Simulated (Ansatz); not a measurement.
## SiHClF: single-point calculation

System: SiHClF, multiplicity 2.
Method: UKS B3LYP-D4/def2-TZVPP (Ansatz 0.2.0).

The geometry comes from this level: PBE0-D4/def2-TZVP.

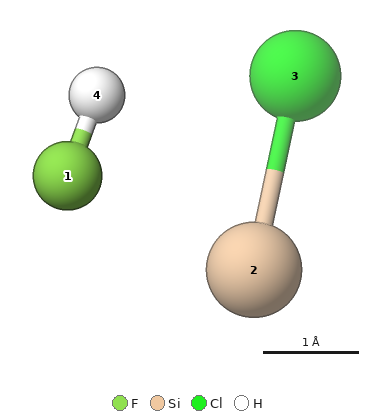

The structure (ball-and-stick view, seen at a tilt; atoms are numbered from 1 in the order of the input).

Input file:
```yaml
crystal:
  periodic: [false, false, false]
  atoms:
    - {symbol: F, position_ang: [-1.441330, -0.369855, 1.251861]}
    - {symbol: Si, position_ang: [-0.251895, -0.178072, -0.781148]}
    - {symbol: Cl, position_ang: [1.388645, -0.520966, 0.535041]}
    - {symbol: H, position_ang: [-0.642124, -0.510713, 1.716452]}
basis:
  gaussian: {orbitals: def2-TZVPP}
magnetization: {spin_polarized: true, initial_magnetization: 1}
hamiltonian: {xc: {name: B3LYP}, dispersion: d4}
```

Run on 2 threads of Arm Neoverse V2, 95 GiB of memory available, shared host.

Command:
```bash
ansatz run in.yaml --threads 2 --pin off --events-out ev --progress --plain --max-ram 4352MiB
```

Log:
```
Functional definition: B3LYP
  name "B3LYP"
  cite "Stephens, Devlin, Chabalowski & Frisch, J. Phys. Chem. 98, 11623 (1994) doi:10.1021/j100096a001"
  cite "Becke, Phys. Rev. A 38, 3098 (1988) doi:10.1103/PhysRevA.38.3098"
  cite "Lee, Yang & Parr, Phys. Rev. B 37, 785 (1988) doi:10.1103/PhysRevB.37.785"
  cite "Vosko, Wilk & Nusair, Can. J. Phys. 58, 1200 (1980) doi:10.1139/p80-159"
  parameter a0 = 0.2
  parameter ax = 0.72
  parameter ac = 0.81
  exchange = (1 - a0 - ax)*slater_x + ax*b88_x + a0*exact_x
  correlation = (1 - ac)*vwn_rpa_c + ac*lyp_c
819 factors; their error is unknown
mean field evaluation 1: about -23134.0880 eV, gradient 2.2e1 eV
mean field evaluation 2: about -23132.1002 eV, gradient 3.6e1 eV
mean field evaluation 4: about -23135.5669 eV, gradient 1.0e0 eV
mean field evaluation 8: about -23135.5725 eV, gradient 3.0e-2 eV
mean field evaluation 16: about -23135.6151 eV, gradient 3.9e-4 eV
mean field -23135.61507988 eV, -850.2181723024 hartree, gradient 1.3e-5 eV, S^2 0.755815; 2 other end points of the search recorded, 0 dependent functions left out
reference -23135.61527812 eV, -850.2181795875 hartree; 21, 20 occupied and 108, 109 virtual orbitals, 819 factors
Total energy: -23135.74712429 eV, -850.2230248450 hartree
```

Key numbers:

```tsv
quantity	value
outcome	converged
total energy	−23135.7471 eV
mean-field energy	−23135.6153 eV
dispersion energy	−0.1318 eV
⟨S²⟩	0.756
SCF solution under orbital rotations	stable
wall time	2.5 s (CPU time 4.7 s)
peak memory	0.26 GiB
```
